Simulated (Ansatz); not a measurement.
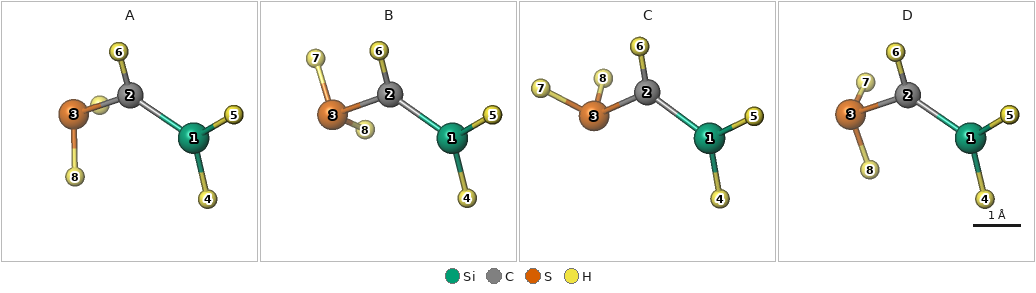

4 geometries from a converged minimum-energy path of CH$_{5}$SSi (charge +1), shuffled. Style: ball-and-stick. Shown at a tilt.

Method: RHF/def2-TZVP in Ansatz 0.2.0. Set-up: 7 movable images; climbing image; force threshold 0.05 eV/Å; iteration limit 60; starting path by image-dependent pair potential.

### One of them is the converged climbing image. Which?

B. In order along the path, whose images run from 0 to 8: C (image 1, +0.05 eV), B (image 4, +0.33 eV), D (image 6, +0.20 eV), A (image 7, +0.17 eV). The motion is a rotation about the C2–S3 bond by about 180°. No bond forms or breaks between the ends. Bond angles that change up to the highest image, for instance: Si1–C2–S3 120.8° → 127.8°, S3–C2–H6 116.3° → 111.1°.
